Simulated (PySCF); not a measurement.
**One shape, several levels: CH3AlClFS (SMILES C[S][Al]([F])[Cl])**

Aim: a comparison of 6 runs (HF/STO-3G, HF/cc-pVTZ, HF/pcseg-2, B3LYP/6-31G*, PBE0/def2-SVP, MP2/3-21G) of CH3AlClFS. The job is set up through a Python script.

The results are computed with PySCF 2.14.0.

## (1) The molecule

CH3AlClFS has 8 atoms, charge 0, and is taken as a singlet. As SMILES, `C[S][Al]([F])[Cl]`. Geometry: relaxed at PBE0-D4/def2-TZVP. This is one conformer, not always the lowest.

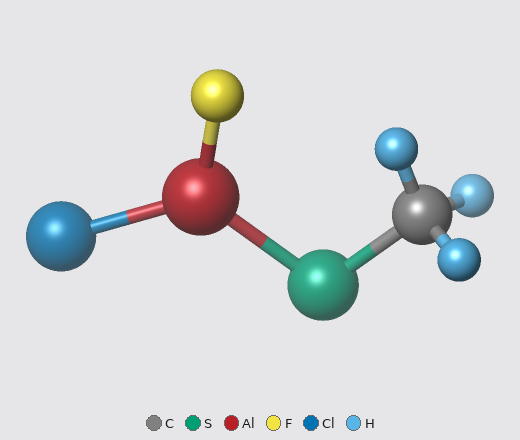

Viewed from a chosen angle; carbon grey, sulfur teal, aluminium red, fluorine yellow, chlorine blue, hydrogen blue.

## (2) Energy and gradient at HF/STO-3G (run 1)

File calc.py:

```python
from pyscf import gto

mol = gto.M(
    atom=[
    ('C', (0.034800, 1.398100, 0.280000)),
    ('S', (-0.499300, 0.366300, -1.131100)),
    ('Al', (-0.046100, -1.600500, -0.404100)),
    ('F', (0.611300, -1.778800, 1.091800)),
    ('Cl', (-0.418600, -3.289600, -1.550500)),
    ('H', (0.428000, 0.798300, 1.098300)),
    ('H', (0.806500, 2.081500, -0.070400)),
    ('H', (-0.824500, 1.967700, 0.630000)),
],
    spin=0,
    basis='sto-3g',
    verbose=3,
    charge=0,
    max_memory=1860,
)

myscf = mol.RHF()
myscf.conv_tol = 1e-10
myscf.kernel()
if not myscf.converged:
    myscf = myscf.newton().run(myscf.mo_coeff, myscf.mo_occ)

etot = myscf.e_tot
print('E = %.10f Eh' % etot)
grad = myscf.nuc_grad_method().kernel()
dip = myscf.dip_moment()
pop, q = myscf.mulliken_pop()
```

Command:

```sh
OMP_NUM_THREADS=1 python calc.py
```

What it wrote:

```text
converged SCF energy = -1224.14690838805
E = -1224.1469083880 Eh
--------------- RHF gradients ---------------
         x                y                z
0 C     0.0062033915     0.0135110169     0.0166294751
1 S    -0.0071848210     0.0211408980    -0.0132334275
2 Al    -0.0066669606    -0.0238255460    -0.0193044871
3 F     0.0126813858    -0.0004809522     0.0293098112
4 Cl    -0.0011337329    -0.0031406302    -0.0031812359
5 H     0.0000011174    -0.0048287562    -0.0007663230
6 H     0.0019030257    -0.0009195241    -0.0063882396
7 H    -0.0058034059    -0.0014565062    -0.0030655732
----------------------------------------------
Dipole moment(X, Y, Z, Debye):  0.58067,  2.02776,  1.69181
 ** Mulliken pop  **
pop of  0 C 1s            1.99238
pop of  0 C 2s            1.23150
pop of  0 C 2px           1.02842
pop of  0 C 2py           1.02203
pop of  0 C 2pz           0.99262
pop of  1 S 1s            1.99991
pop of  1 S 2s            1.99665
pop of  1 S 3s            1.87703
pop of  1 S 2px           1.99603
pop of  1 S 2py           1.98117
pop of  1 S 2pz           1.98590
pop of  1 S 3px           1.81342
pop of  1 S 3py           1.13437
pop of  1 S 3pz           1.33561
pop of  2 Al 1s           1.99944
pop of  2 Al 2s           1.98108
pop of  2 Al 3s           0.89452
pop of  2 Al 2px          1.93502
pop of  2 Al 2py          1.93893
pop of  2 Al 2pz          1.94074
pop of  2 Al 3px          0.32103
pop of  2 Al 3py          0.52480
pop of  2 Al 3pz          0.43376
pop of  3 F 1s            1.99918
pop of  3 F 2s            1.95744
pop of  3 F 2px           1.84859
pop of  3 F 2py           1.94119
pop of  3 F 2pz           1.60737
pop of  4 Cl 1s           1.99997
pop of  4 Cl 2s           1.99899
pop of  4 Cl 3s           1.98722
pop of  4 Cl 2px          1.99903
pop of  4 Cl 2py          1.99474
pop of  4 Cl 2pz          1.99729
pop of  4 Cl 3px          1.94364
pop of  4 Cl 3py          1.71388
pop of  4 Cl 3pz          1.85460
pop of  5 H 1s            0.93874
pop of  6 H 1s            0.93088
pop of  7 H 1s            0.93086
 ** Mulliken atomic charges  **
charge of    0C =     -0.26695
charge of    1S =     -0.12009
charge of    2Al =      1.03066
charge of    3F =     -0.35377
charge of    4Cl =     -0.48936
charge of    5H =      0.06126
charge of    6H =      0.06912
charge of    7H =      0.06914
```

It took 2.4 s on 1 thread of Intel Xeon at 2.70GHz, shared host; peak memory 0.12 GiB.

## (3) Energy and gradient at HF/cc-pVTZ (run 2)

File input.py:

```python
from pyscf import gto

mol = gto.M(
    atom='''
C    0.034800   1.398100   0.280000
S   -0.499300   0.366300  -1.131100
Al  -0.046100  -1.600500  -0.404100
F    0.611300  -1.778800   1.091800
Cl  -0.418600  -3.289600  -1.550500
H    0.428000   0.798300   1.098300
H    0.806500   2.081500  -0.070400
H   -0.824500   1.967700   0.630000
''',
    verbose=3,
    max_memory=1860,
    basis='cc-pvtz',
)

hf = mol.RHF()
hf.conv_tol = 1e-10
hf.kernel()
if not hf.converged:
    hf = hf.newton().run(hf.mo_coeff, hf.mo_occ)

etot = hf.e_tot
print('E = %.10f Eh' % etot)
grad = hf.nuc_grad_method().kernel()
hf.analyze()
```

Command:

```sh
OMP_NUM_THREADS=1 python input.py
```

What it wrote:

```text
converged SCF energy = -1238.30444891287
[... 26 lines left out ...]
MO #17  energy= -3.26657048262089  occ= 2
[... 16 lines left out ...]
MO #34  energy= 0.0844524033067966 occ= 0
[... 16 lines left out ...]
MO #51  energy= 0.438667227928434  occ= 0
[... 16 lines left out ...]
MO #68  energy= 0.762363894142133  occ= 0
[... 16 lines left out ...]
MO #85  energy= 1.15216565607068   occ= 0
[... 16 lines left out ...]
MO #102 energy= 1.54987524310859   occ= 0
[... 16 lines left out ...]
MO #119 energy= 2.3241276298347    occ= 0
[... 16 lines left out ...]
MO #136 energy= 2.63716843450183   occ= 0
[... 16 lines left out ...]
MO #153 energy= 3.38925797786169   occ= 0
[... 16 lines left out ...]
MO #170 energy= 4.36392535949111   occ= 0
[... 16 lines left out ...]
MO #187 energy= 5.57698501113879   occ= 0
[... 16 lines left out ...]
MO #204 energy= 13.2221548522251   occ= 0
[... 9 lines left out ...]
Dipole moment(X, Y, Z, Debye):  0.21701,  1.81552,  0.81042
```

Wall time 3 min (1 thread of Intel Xeon at 2.70GHz, shared host); peak memory 0.13 GiB.

Runs 3 to 5 aren't shown in full; the table further down has their settings and results.

## (4) Energy and forces at MP2/3-21G (run 6)

File input.py:

```python
# C[S][Al]([F])[Cl]
from pyscf import gto, mp

molecule = gto.M(
    atom=[
    ('C', (0.034800, 1.398100, 0.280000)),
    ('S', (-0.499300, 0.366300, -1.131100)),
    ('Al', (-0.046100, -1.600500, -0.404100)),
    ('F', (0.611300, -1.778800, 1.091800)),
    ('Cl', (-0.418600, -3.289600, -1.550500)),
    ('H', (0.428000, 0.798300, 1.098300)),
    ('H', (0.806500, 2.081500, -0.070400)),
    ('H', (-0.824500, 1.967700, 0.630000)),
],
    max_memory=1860,
    verbose=4,
    charge=0,
    basis='3-21g',
)

mf = molecule.RHF()
mf.conv_tol = 1e-10
mf.kernel()
if not mf.converged:
    mf = mf.newton().run(mf.mo_coeff, mf.mo_occ)

pt = mp.MP2(mf, frozen=17).run()
etot = pt.e_tot
print('E = %.10f Eh' % etot)
grad = pt.nuc_grad_method().kernel()
mf.analyze()
```

Command:

```sh
OMP_NUM_THREADS=1 python input.py
```

What it wrote:

```text
PySCF version 2.14.0

[... 85 lines left out ...]
One-electron Energy =                -2362.035616517934614
[... 7 lines left out ...]
MO #3   energy= -58.1733010180696  occ= 2
[... 5 lines left out ...]
MO #9   energy= -7.96541996370174  occ= 2
[... 5 lines left out ...]
MO #15  energy= -3.28571612498256  occ= 2
[... 5 lines left out ...]
MO #21  energy= -0.884167144622479 occ= 2
[... 5 lines left out ...]
MO #27  energy= -0.56419355254281  occ= 2
[... 5 lines left out ...]
MO #33  energy= 0.0712498111534145 occ= 0
[... 5 lines left out ...]
MO #39  energy= 0.305431155973557  occ= 0
[... 5 lines left out ...]
MO #45  energy= 0.709433194185654  occ= 0
[... 5 lines left out ...]
MO #51  energy= 0.909740879289729  occ= 0
[... 5 lines left out ...]
MO #57  energy= 1.3182007252781    occ= 0
[... 5 lines left out ...]
MO #63  energy= 3.71412097067553   occ= 0
[... 35 lines left out ...]
pop of  2 Al 4py          0.02997
pop of  2 Al 4pz          0.02471
pop of  3 F 1s            1.99989
pop of  3 F 2s            1.82850
pop of  3 F 3s            0.00234
pop of  3 F 2px           1.89693
pop of  3 F 2py           1.91136
pop of  3 F 2pz           1.84786
pop of  3 F 3px           0.00098
pop of  3 F 3py           0.00112
pop of  3 F 3pz           0.00201
pop of  4 Cl 1s           1.99999
pop of  4 Cl 2s           1.99965
pop of  4 Cl 3s           1.82456
pop of  4 Cl 4s           0.00423
pop of  4 Cl 2px          1.99994
pop of  4 Cl 2py          1.99991
pop of  4 Cl 2pz          1.99992
pop of  4 Cl 3px          1.90150
pop of  4 Cl 3py          1.75233
pop of  4 Cl 3pz          1.84423
pop of  4 Cl 4px          0.00146
pop of  4 Cl 4py          0.00114
pop of  4 Cl 4pz          0.00098
pop of  5 H 1s            0.87185
pop of  5 H 2s            0.01081
pop of  6 H 1s            0.86246
pop of  6 H 2s            0.01087
pop of  7 H 1s            0.86242
pop of  7 H 2s            0.01087
 ** Mulliken atomic charges  **
charge of    0C =     -0.32849
charge of    1S =     -0.22951
charge of    2Al =      1.00810
charge of    3F =     -0.49099
charge of    4Cl =     -0.32984
charge of    5H =      0.11734
charge of    6H =      0.12668
charge of    7H =      0.12671
Dipole moment(X, Y, Z, Debye):  0.60490,  2.23820,  1.78296
```

It took 6.3 s on 1 thread of Intel Xeon at 2.70GHz, shared host; peak memory 0.25 GiB.

## (5) All runs side by side

| run | level | integration grid | frozen core orbitals | energy (Eh) | dipole moment (D) of the reference | HOMO energy (eV) | LUMO energy (eV) | wall time |
| --- | --- | --- | --- | --- | --- | --- | --- | --- |
| 1 | HF/STO-3G | – | – | -1224.146908 | 2.70 | -7.23 | 8.21 | 2.4 s |
| 2 | HF/cc-pVTZ | – | – | -1238.304449 | 2.00 | -10.32 | 2.08 | 3 min |
| 3 | HF/pcseg-2 | – | – | -1238.286870 | 2.10 | -10.36 | 1.94 | 4.2 min |
| 4 | B3LYP/6-31G* (spherical functions) | 5 | – | -1240.752405 | 2.18 | -7.27 | -1.14 | 44 s |
| 5 | PBE0/def2-SVP | 5 | – | -1239.760707 | 1.90 | -7.52 | -0.73 | 33 s |
| 6 | MP2/3-21G | – | 17 | -1232.279498 | 2.92 | -10.63 | 1.94 | 6.3 s |

## (6) What came out

| quantity | value |
| --- | --- |
| run 6: total energy | -1232.27950 Eh |
| run 6: dipole moment (Hartree–Fock density) | 2.92 D |
| run 6: HOMO energy (Hartree–Fock orbitals) | -10.63 eV |
| run 6: LUMO energy (Hartree–Fock orbitals) | 1.94 eV |
| run 6: HOMO–LUMO gap (Hartree–Fock orbitals) | 12.57 eV |
| run 6: correlation energy (17 core orbitals frozen) | -338.5 mEh |
| run 6: largest force on an atom | 2.073 eV/Å |

**Reading.** Over runs 1, 2, 3, 4, 5 the dipole moment (its size) runs from 1.90 D (PBE0/def2-SVP) to 2.70 D (HF/STO-3G). The two ends differ in method and basis. Over runs 1, 2, 3, 4, 5 the HOMO–LUMO gap runs from 6.13 eV (B3LYP/6-31G*) to 15.44 eV (HF/STO-3G). Totals of different functionals can't be ranked against each other. In run 1 the basis is minimal, so the values are rough. All runs together took 8.6 min, the longest 4.2 min.
